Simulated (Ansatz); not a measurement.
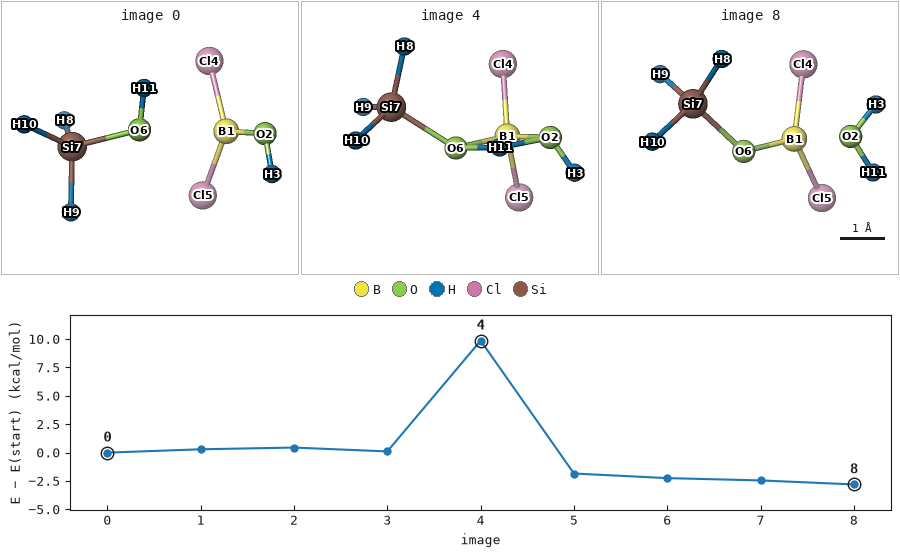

NEB run on BSiH₅O₂Cl₂, made up at the start of BHOCl₂ and SiH₄O. Images are numbered from 0 (start) to 8 (end). A ball-and-stick model, seen face on.

These are results of Ansatz 0.2.0, RKS PBE-D4/cc-pVDZ, not measurements. Run with 7 movable images; climbing image; force threshold 0.03 eV/Å; iteration limit 60; starting path through a guess of the saddle point.

> What happens along the path, and what is the barrier?

The path has more than one stage, and so few images may leave a stage unresolved. Breaking: B1–O2 (1.36 → 1.55 at the top → 1.79 Å), O6–H11 (0.98 → 1.21 at the top → 3.01 Å). Forming: B1–O6 (2.52 → 1.55 at the top → 1.37 Å), O2–H11 (3.04 → 1.27 at the top → 0.99 Å). Forward barrier 9.9 kcal/mol, backward barrier 12.7 kcal/mol, with image 4 at the top; the reaction energy is −2.8 kcal/mol. The band converged in 18 iterations. The largest component of the band force went from 76 to 0.026 eV/Å. The climbing image converged on the top of the path. Its vibrational analysis gives one imaginary mode (1074i cm⁻¹), as a transition state must have.

Limits of the set-up: the start holds two separate molecules, 2.5 Å apart at their closest, whose relative position is a soft coordinate.

The run took 2.9 min on 4 threads of Arm Neoverse V2, on a shared host, peak memory 0.2 GiB.
